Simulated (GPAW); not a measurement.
Band structure of Nb (Im-3m, 1 atom in the cell).

```xyz
1
Lattice="-1.6565 1.6565 1.6565 1.6565 -1.6565 1.6565 1.6565 1.6565 -1.6565" Properties=species:S:1:pos:R:3 pbc="T T T"
Nb     0.0000     0.0000     0.0000
```

Level of theory: PBE, GPAW PAW datasets PBE (gpaw-data 1.0.1) (plane waves; GPAW).

Settings: mode = pw; ecut = 550 eV; xc = PBE; kpts = 9 9 9; mesh shift (steps) = 0 0 0; occupations.name = fermi-dirac; occupations.width = 0.05 eV; nbands = -7; symmetry.symmorphic = false; symmetry.tolerance = 0.0005; maxiter = 150; bandpath_npoints = 40.

The starting cell comes from a database of computed structures (which also holds hypothetical and non-ambient phases and stackings), without a prior relaxation at this level. Its lattice was rescaled by a random factor within 2.5 % of one. Spin polarisation is off.

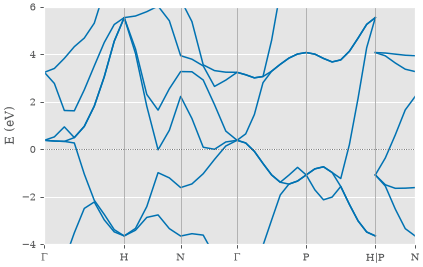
Figure: Bands along the path, energies from the Fermi level.

Levels in eV from the Fermi level, bands 3 to 10:
```tsv
point	3	4	5	6	7	8	9	10
Γ	-29.75	-29.75	-5.88	0.37	0.37	0.37	3.23	3.23
H	-30.64	-30.64	-3.66	-3.66	5.54	5.54	5.54	9.00
N	-30.16	-29.76	-3.66	-1.62	2.22	3.26	3.93	6.30
P	-30.41	-30.41	-1.09	-1.09	-1.09	4.07	4.07	9.38
```

Bands cross the Fermi level along this path, so the cell is metallic at this level.
